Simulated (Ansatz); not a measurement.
# GeCl₂+ (doublet): correlated methods under varied settings

Aim: run GeCl₂+ (doublet) at one geometry under a spread of methods and options, and see what each costs and gives.

The runs use Ansatz 0.2.0, Gaussian basis; the settings change from run to run.

29 further runs of the same task are left out: 2 for a known fault of the program, 13 that didn't finish, 14 set aside as unsound or not needed.

### 1 What is computed

The geometry is a PBE0/def2-TZVP stationary point (not a proven minimum) of the parent state, kept for this charge and spin. No spin-orbit coupling is included. The filled d shell of Ge may be among the frozen orbitals whatever the setting's name suggests; the logs give the count.

3 atoms, charge 1, spin multiplicity 2.

Atoms are counted from 1 here; the program's logs count them from 0.

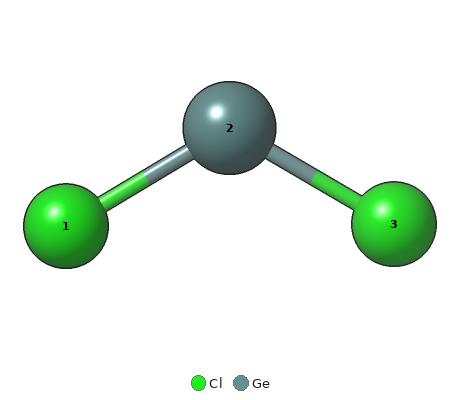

The geometry (chlorine green, germanium teal); atoms are numbered from 1 in the order of the file.

As a file:

```
Cl    0.00000   -0.55494    1.85105
Ge    0.00000    0.54170    0.00000
Cl    0.00000   -0.55494   -1.85105
```

### 2 CCSDT on ROHF/STO-3G

in.yaml

```yaml
crystal:
  periodic: [false, false, false]
  atoms:
    - {symbol: Cl, position_ang: [0.000000, -0.554943, 1.851052]}
    - {symbol: Ge, position_ang: [0.000000, 0.541696, 0.000000]}
    - {symbol: Cl, position_ang: [0.000000, -0.554943, -1.851052]}
basis:
  gaussian: {orbitals: STO-3G}
total_charge: 1
magnetization: {spin_polarized: false, initial_magnetization: 1}
correlation: {method: ccsdt, electrons: outside_noble_gas}
scf: {lower_state_search: full}
output: {forces: true}
```

Started as:

```sh
ansatz run in.yaml --threads 1 --pin off --events-out ev --progress --plain --max-ram 2393MiB
```

The program printed (excerpt; [...] marks lines left out):

```text
Functional definition: HF
  name "HF"
  cite "Fock, Z. Phys. 61, 126 (1930) doi:10.1007/BF01340294"
  parent pbe
[...]
542 factors; integrals over basis functions are off by at most 3.6e-8 eV
[...]
mean field -80565.24416808 eV, -2960.7181140931 hartree, gradient 6.6e-6 eV, S^2 0.750000; 11 other end points of the search recorded, 0 dependent functions left out
[...]
determinant -80565.24416808 eV, -2960.7181140931 hartree, with singles and doubles -80566.88235790 eV, -2960.7783164585 hartree
determinant -80562.02527843 eV, -2960.5998220804 hartree, with singles and doubles -80564.39027638 eV, -2960.6867341518 hartree
determinant -80561.92922512 eV, -2960.5962921861 hartree, with singles and doubles -80564.37678896 eV, -2960.6862384983 hartree
determinant -80561.82035702 eV, -2960.5922913575 hartree, with singles and doubles -80563.87394431 eV, -2960.6677592983 hartree
24 core orbitals not correlated, not the lowest: weight in the atoms' cores, before any rotation towards them, 0.964 or more for the frozen orbitals, at most 0.029 for the correlated occupied ones
reference -80565.24416808 eV, -2960.7181140931 hartree; 9, 8 occupied and 3, 4 virtual orbitals, 542 factors
second order -1.19794961 eV of doubles, -0.03451023 eV of singles
cycle   1  -1.39800678 eV  change   -1.6e-1 eV  update   1.0e-1
[...]
cycle  18  -1.79179827 eV  change   -9.0e-8 eV  update   6.0e-7
[...]
Total energy: -80567.03596635 eV, -2960.7839614652 hartree
Atom 0 at     0.000000    -0.554943     1.851052 Å, force    -0.000000     0.229849    -0.563481 eV/Å
Atom 1 at     0.000000     0.541696     0.000000 Å, force     0.000000    -0.459697    -0.000000 eV/Å
Atom 2 at     0.000000    -0.554943    -1.851052 Å, force     0.000000     0.229849     0.563481 eV/Å
Dipole moment:     0.000000     0.514339     0.000000 e Å
```

Run time: 4.3 s. Hardware: 1 thread of Arm Neoverse V2, shared host.

From the report: correlation -1.7918 eV; T1 0.031; largest double amplitude 0.06.

### 3 CASSCF(3,9)/cc-pVDZ

in.yaml

```yaml
crystal:
  periodic: [false, false, false]
  atoms:
    - {symbol: Cl, position_ang: [0.000000, -0.554943, 1.851052]}
    - {symbol: Ge, position_ang: [0.000000, 0.541696, 0.000000]}
    - {symbol: Cl, position_ang: [0.000000, -0.554943, -1.851052]}
basis:
  gaussian: {orbitals: cc-pVDZ}
total_charge: 1
magnetization: {spin_polarized: false, initial_magnetization: 1}
correlation: {active_space: {window: {electrons: 3, orbitals: 9}}}
```

Same command.

The program printed:

```text
Functional definition: HF
  name "HF"
  cite "Fock, Z. Phys. 61, 126 (1930) doi:10.1007/BF01340294"
  parent pbe
  exchange = exact_x
  correlation = 0
717 factors; integrals over basis functions are off by at most 6.1e-4 eV
mean field evaluation 1: about -81470.1495 eV, gradient 2.6e1 eV
mean field evaluation 2: about -81470.1564 eV, gradient 2.6e1 eV
mean field evaluation 4: about -81472.9703 eV, gradient 1.8e0 eV
mean field evaluation 8: about -81473.0525 eV, gradient 1.0e-1 eV
mean field evaluation 16: about -81472.6072 eV, gradient 5.1e0 eV
mean field -81473.05274612 eV, -2994.0794640013 hartree, gradient 1.4e-6 eV, S^2 0.750000; 2 other end points of the search recorded, 0 dependent functions left out
reference -81473.05274612 eV, -2994.0794640013 hartree; 33, 32 occupied and 30, 31 virtual orbitals, 717 factors
state -81473.83146569 eV, -2994.1080814176 hartree
Total energy: -81473.83146569 eV, -2994.1080814176 hartree
```

It took 13 s on 1 thread of Arm Neoverse V2, shared host.

From the report: 324 determinants; active occupations 1.96, 1.00, 0.02, 0.01, 0.01, 0.00, 0.00, 0.00, 0.00.

### 4 NEVPT2(13,8)/cc-pVDZ

in.yaml: that of step 3 with these lines changed.

```diff
@@ -10,2 +10,4 @@
 magnetization: {spin_polarized: false, initial_magnetization: 1}
-correlation: {active_space: {window: {electrons: 3, orbitals: 9}}}
+hamiltonian: {pseudopotentials: {relativity: none}}
+correlation: {method: sc_nevpt2, electrons: outside_noble_gas, active_space: {window: {electrons: 13, orbitals: 8}, states: [{multiplicity: 2, weights: [1, 1]}]}}
+accuracy: high
```

The command is unchanged.

The program printed (excerpt; [...] marks lines left out):

```text
Functional definition: HF
  name "HF"
  cite "Fock, Z. Phys. 61, 126 (1930) doi:10.1007/BF01340294"
  parent pbe
[...]
1311 factors; integrals over basis functions are off by at most 4.4e-9 eV
[...]
mean field -81473.05304270 eV, -2994.0794749005 hartree, gradient 2.8e-8 eV, S^2 0.750000; 2 other end points of the search recorded, 0 dependent functions left out
reference -81473.05304270 eV, -2994.0794749005 hartree; 33, 32 occupied and 30, 31 virtual orbitals, 1311 factors
state -81473.42368518 eV, -2994.0930957604 hartree
state -81471.14018276 eV, -2994.0091785942 hartree
state -81473.42368518 eV, -2994.0930957604 hartree; corrected -81481.33103622 eV, -2994.3836855512 hartree
state -81471.14018276 eV, -2994.0091785942 hartree; corrected -81478.94219989 eV, -2994.2958974354 hartree
Total energy: -81480.13661806 eV, -2994.3397914933 hartree
```

It took 25 s on 1 thread of Arm Neoverse V2, shared host.

From the report: 154 determinants; active occupations (of the averaged states) 2.00, 2.00, 2.00, 2.00, 1.98, 1.50, 1.47, 0.05.

### 5 CISD/aug-cc-pVDZ

in.yaml

```yaml
crystal:
  periodic: [false, false, false]
  atoms:
    - {symbol: Cl, position_ang: [0.000000, -0.554943, 1.851052]}
    - {symbol: Ge, position_ang: [0.000000, 0.541696, 0.000000]}
    - {symbol: Cl, position_ang: [0.000000, -0.554943, -1.851052]}
basis:
  gaussian: {orbitals: aug-cc-pVDZ}
total_charge: 1
magnetization: {spin_polarized: false, initial_magnetization: 1}
correlation: {active_space: {ras: {orbitals: [8, 1, 57], electrons: 17, max_holes: 2, max_particles: 2}, fixed_orbitals: true}}
scf: {lower_state_search: light}
output: {forces: true}
```

The command is unchanged.

The program printed (excerpt; [...] marks lines left out):

```text
Functional definition: HF
  name "HF"
  cite "Fock, Z. Phys. 61, 126 (1930) doi:10.1007/BF01340294"
  parent pbe
[...]
942 factors; integrals over basis functions are off by at most 3.3e-4 eV
[...]
mean field -81473.31905299 eV, -2994.0892505982 hartree, gradient 1.9e-6 eV, S^2 0.750000; 1 other end points of the search recorded, 0 dependent functions left out
reference -81473.31905299 eV, -2994.0892505982 hartree; 33, 32 occupied and 57, 58 virtual orbitals, 942 factors
state -81482.47003731 eV, -2994.4255430692 hartree
[...]
Total energy: -81482.47003731 eV, -2994.4255430692 hartree
Atom 0 at     0.000000    -0.554943     1.851052 Å, force    -0.000000     0.575755    -0.849407 eV/Å
Atom 1 at     0.000000     0.541696     0.000000 Å, force     0.000000    -1.151509     0.000000 eV/Å
Atom 2 at     0.000000    -0.554943    -1.851052 Å, force    -0.000000     0.575755     0.849407 eV/Å
Dipole moment:    -0.000000     0.409602     0.000000 e Å
```

Wall time 36 s (1 thread of Arm Neoverse V2, shared host); peak memory 0.78 GiB.

From the report: 137,363 determinants.

### 6 The runs in one table

Where basis and cores are those of an earlier UCCSDT(Q)/cc-pVDZ run (-81483.2659 eV), and the state is the same kind, the miss against it is given.

| level | correlated | functions | energy (eV) | from UCCSDT(Q) (meV) | time |
| --- | --- | --- | --- | --- | --- |
| CCSDT on ROHF/STO-3G | outside noble gas | 36 | -80567.0360 |  | 4.3 s |
| CASSCF(3,9)/cc-pVDZ |  | 63 | -81473.8315 | 9434.4 | 13 s |
| NEVPT2(13,8)/cc-pVDZ (mean of several states) | outside noble gas | 63 | -81480.1366 |  | 25 s |
| CISD/aug-cc-pVDZ | outside noble gas | 90 | -81482.4700 |  | 36 s |

### 7 Results

| quantity | value |
| --- | --- |
| runs | 4 |
| quickest | CCSDT on ROHF/STO-3G, 4.3 s |
| slowest | CISD/aug-cc-pVDZ, 36 s |

What this shows: Total energies in different bases, with other cores or another treatment of relativity can't be set against each other. CISD/aug-cc-pVDZ took 8 times as long as CCSDT on ROHF/STO-3G; the jobs differ in more than the method. Hartree-Fock, CASSCF and CASCI lack dynamic correlation by design.
